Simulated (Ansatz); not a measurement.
# wB97M-V/6-31G(d) (spherical functions) run of GaH2O2F (SMILES [OH][Ga]([OH])[F])

What is the vertical singlet–triplet gap of GaH2O2F at wB97M-V/6-31G* (spherical functions)? 

The calculation is run with Ansatz 0.2.0.

62 further runs of the same task are left out: 62 set aside as unsound or not needed.

### Step 1. The structure to begin with

GaH2O2F has 6 atoms, charge 0, and is taken as a singlet. SMILES: `[OH][Ga]([OH])[F]`. The coordinates come from a PBE0-D4/def2-TZVP relaxation. This is one conformer, not always the lowest.

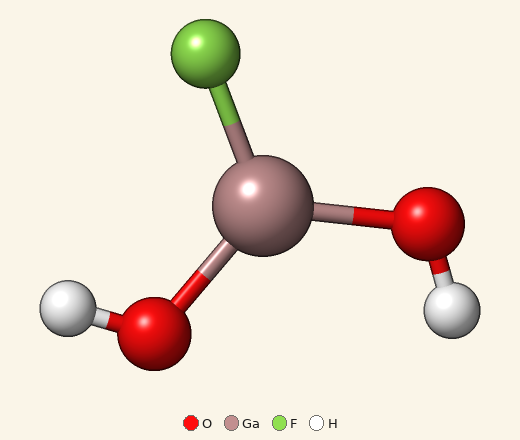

Viewed from a chosen angle; oxygen red, gallium pink, fluorine green, hydrogen white.

### Step 2. A single-point energy at wB97M-V/6-31G(d) (spherical functions)

The input, input.yaml:

```yaml
crystal:
  periodic: [false, false, false]
  atoms:
    - symbol: O
      position_ang: [-0.297200, 1.351000, -0.574800]
    - symbol: Ga
      position_ang: [-0.068200, -0.342400, -0.117600]
    - symbol: O
      position_ang: [0.794400, -0.842300, 1.335300]
    - symbol: F
      position_ang: [-0.722600, -1.588800, -1.144800]
    - symbol: H
      position_ang: [-0.788800, 1.459000, -1.392800]
    - symbol: H
      position_ang: [1.124200, -0.100400, 1.848500]
basis:
  gaussian:
    orbitals: 6-31G_st_-spherical.json
hamiltonian:
  xc: {name: wB97M-V}
accuracy: high
output:
  orbitals: {seedname: orbitals}
```

The basis set 6-31G* is read from a file made from the Basis Set Exchange's data (not shown).

The run is started by

```bash
$ ansatz run input.yaml --threads 1 --pin off --max-ram 3480MiB --events-out events.jsonl --progress --plain --runs-dir runs
```

Log:

```text
Warning: RAYON_NUM_THREADS=1 ignored (pool sized by the plan → 1); use --threads N
Functional definition: wB97M-V
  name "wB97M-V"
  parameter omega = 0.3/bohr
  parameter cx = 0.15
  parameter cx01 = 1.007
  parameter cx10 = 0.259
  parameter css00 = 0.443
  parameter css04 = -1.437
  parameter css10 = -4.535
  parameter css20 = -3.390
  parameter css43 = 4.278
  parameter cos00 = 1.000
  parameter cos10 = 1.358
  parameter cos20 = 2.924
  parameter cos21 = -8.812
  parameter cos60 = -1.390
  parameter cos61 = 9.142
  parameter b = 6.0
  parameter c = 0.01
  gx(w, u) = 1 - cx + cx01*u + cx10*w
  gss(w, u) = css00 + css04*u^4 + css10*w + css20*w^2 + css43*w^4*u^3
  gos(w, u) = cos00 + cos10*w + (cos20 + cos21*u)*w^2 + (cos60 + cos61*u)*w^6
  exchange = spin_sum(e_x_unif_sr(omega)*gx(b97_w, b97_u_x)) + cx*exact_x_sr(omega) + exact_x_lr(omega)
  correlation = spin_sum(e_c_pw_mod_same_spin*gss(b97_w, b97_u_same))
      + integral(e_c_pw_mod_opposite_spin*gos(b97_w_opposite, b97_u_opposite)) + vv10(b, c)
1622 factors; integrals over basis functions are off by at most 4.1e-9 eV
329 factors; integrals over basis functions are off by at most 1.5e-9 eV
mean field evaluation 1: about -59203.4824 eV, gradient 6.7e1 eV
mean field evaluation 2: about -59201.5300 eV, gradient 7.9e1 eV
mean field evaluation 4: about -59211.1963 eV, gradient 1.9e0 eV
mean field evaluation 8: about -59211.2752 eV, gradient 1.3e-1 eV
mean field evaluation 16: about -59211.2752 eV, gradient 1.0e-4 eV
mean field -59211.27524010 eV, -2175.9742302298 hartree, gradient 3.3e-8 eV, S^2 0.000000; 0 other end points of the search recorded, 0 dependent functions left out
reference -59211.27524608 eV, -2175.9742304495 hartree; 29, 29 occupied and 49, 49 virtual orbitals, 1622 factors
Total energy: -59211.27524608 eV, -2175.9742304495 hartree
```

Wall time 63 s (1 thread of Arm Neoverse V2, shared host); peak memory 0.51 GiB.

### Step 3. The triplet

The input, in.yaml:

```yaml
crystal:
  periodic: [false, false, false]
  atoms:
    - {symbol: O, position_ang: [-0.297200, 1.351000, -0.574800]}
    - {symbol: Ga, position_ang: [-0.068200, -0.342400, -0.117600]}
    - {symbol: O, position_ang: [0.794400, -0.842300, 1.335300]}
    - {symbol: F, position_ang: [-0.722600, -1.588800, -1.144800]}
    - {symbol: H, position_ang: [-0.788800, 1.459000, -1.392800]}
    - {symbol: H, position_ang: [1.124200, -0.100400, 1.848500]}
basis:
  gaussian: {orbitals: 6-31G_st_-spherical.json}
magnetization: {spin_polarized: true, initial_magnetization: 2}
hamiltonian: {xc: {name: wB97M-V}}
accuracy: high
output: {orbitals: {seedname: orbitals}}
```

The basis set 6-31G* is read from a file made from the Basis Set Exchange's data (not shown).

The run is started by

```bash
$ ansatz run in.yaml --threads 1 --pin off --max-ram 3480MiB --events-out events.jsonl --progress --plain --runs-dir runs
```

Log, cut to the lines that bear on the results:

```text
Warning: RAYON_NUM_THREADS=1 ignored (pool sized by the plan → 1); use --threads N
[... 2 set-up lines as earlier in the session ...]
[...]
  gx(w, u) = 1 - cx + cx01*u + cx10*w
  gss(w, u) = css00 + css04*u^4 + css10*w + css20*w^2 + css43*w^4*u^3
  gos(w, u) = cos00 + cos10*w + (cos20 + cos21*u)*w^2 + (cos60 + cos61*u)*w^6
[...]
      + integral(e_c_pw_mod_opposite_spin*gos(b97_w_opposite, b97_u_opposite)) + vv10(b, c)
1622 factors; integrals over basis functions are off by at most 4.1e-9 eV
329 factors; integrals over basis functions are off by at most 1.5e-9 eV
[...]
mean field -59204.97694460 eV, -2175.7427721394 hartree, gradient 2.8e-8 eV, S^2 2.021999; 6 other end points of the search recorded, 0 dependent functions left out
reference -59204.97694905 eV, -2175.7427723029 hartree; 30, 28 occupied and 48, 50 virtual orbitals, 1622 factors
Total energy: -59204.97694905 eV, -2175.7427723029 hartree
```

Run time: 3.2 min. Hardware: 1 thread of Arm Neoverse V2, shared host; peak memory 0.98 GiB.

### Step 4. Summary of results

At wB97M-V/6-31G* (spherical functions):

| quantity | value |
| --- | --- |
| singlet: total energy | -2175.97423 Eh |
| singlet: HOMO energy | -11.49 eV |
| singlet: LUMO energy | 0.49 eV |
| singlet: HOMO–LUMO gap | 11.98 eV |
| triplet: total energy | -2175.74277 Eh |
| triplet: HOMO energy (highest over α and β) | -5.42 eV |
| triplet: ⟨S²⟩ | 2.022 |
| vertical energy of the triplet above the singlet | 6.298 eV |

In words: At this shape the triplet lies 6.30 eV (145 kcal/mol) above the singlet.
